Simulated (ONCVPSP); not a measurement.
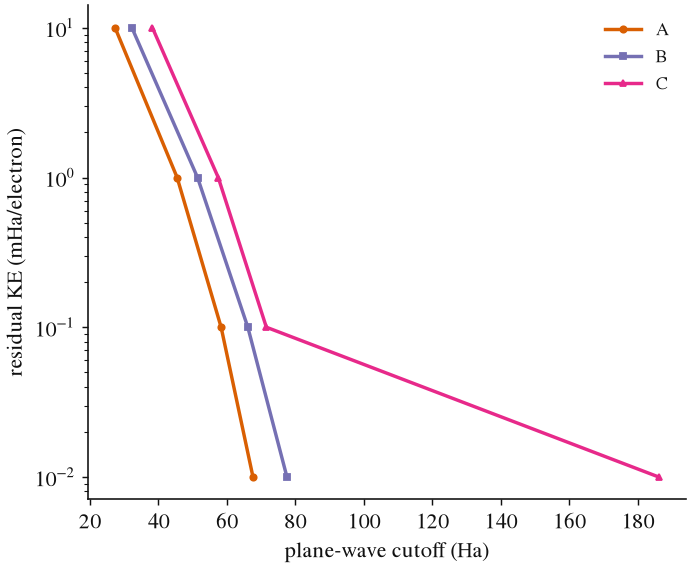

The residual kinetic energy of the 4s wave for 3 variants of one potential.

Base settings:

```yaml
element: copper (Cu)
generator: ONCVPSP 4.0.1
type: optimised norm-conserving Vanderbilt (ONCV)
functional: PBEsol
relativity: scalar-relativistic
frozen_core: [Ne]
valence_charge: 19
reference_configuration: 3s2 3p6 3d10 4s1
partial_waves: 3s+4s: rc 0.95 bohr, ncon 3, nbas 8, qcut 12.4 1/bohr, 2 projectors; 3p: rc 0.75 bohr, ncon 3, nbas 8, qcut 9.8 1/bohr, 2 projectors, debl 0.9 Ha; 3d: rc 0.90 bohr, ncon 4, nbas 8, qcut 19.6 1/bohr, 1 projector
local_potential: polynomial inside 0.70 bohr (lpopt 5, dvloc0 0 Ha)
core_correction: polynomial model core, fcfact 0.25
```

In the p channel the program set the typed energies aside and used -2.646, 0.250 Ha.

### Match the curves to these variants:
1. base
2. s: qcut 13.8; p: qcut 10.9; d: qcut 21.9
3. s: rc 0.68; local potential polynomial inside 0.68 bohr (lpopt 5, dvloc0 0 Ha)

A = 1, B = 2, C = 3.
